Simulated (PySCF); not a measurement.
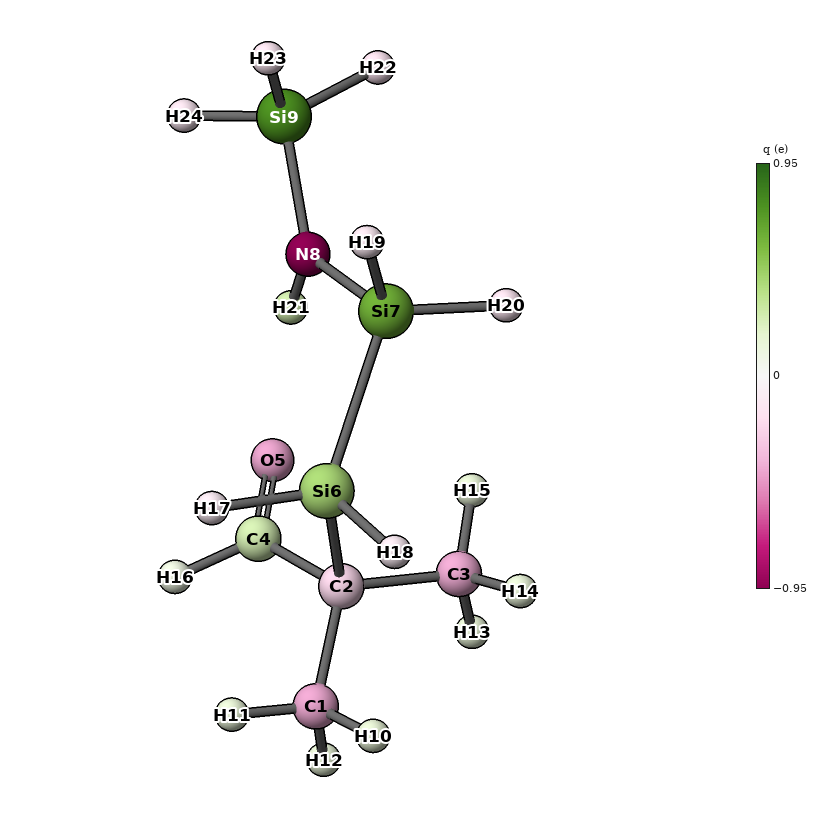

Atoms are coloured by their IAO charges. The geometry was computed by an optimisation with GFN2-xTB. No frequency run is at hand to confirm it as a minimum. Method: PBE0/pcSseg-1, gas phase (PySCF 2.14.0).

Q: Which atom carries the highest charge (most positive or least negative)?

A: Si9 (0.76 e).

Q: And the lowest?

A: N8 (−0.94 e).

Give the IAO charges atom by atom.

```tsv
atom	value (e)
C1	−0.42
C2	−0.23
C3	−0.41
C4	0.26
O5	−0.43
Si6	0.42
Si7	0.62
N8	−0.94
Si9	0.76
H10	0.15
H11	0.14
H12	0.14
H13	0.14
H14	0.14
H15	0.15
H16	0.10
H17	−0.10
H18	−0.10
H19	−0.12
H20	−0.14
H21	0.27
H22	−0.16
H23	−0.13
H24	−0.13
```

The geometry is semi-empirical. Around Si such bond lengths and angles can be off by a tenth of an ångström or more and by several degrees, and values that hang on the shape move with them.
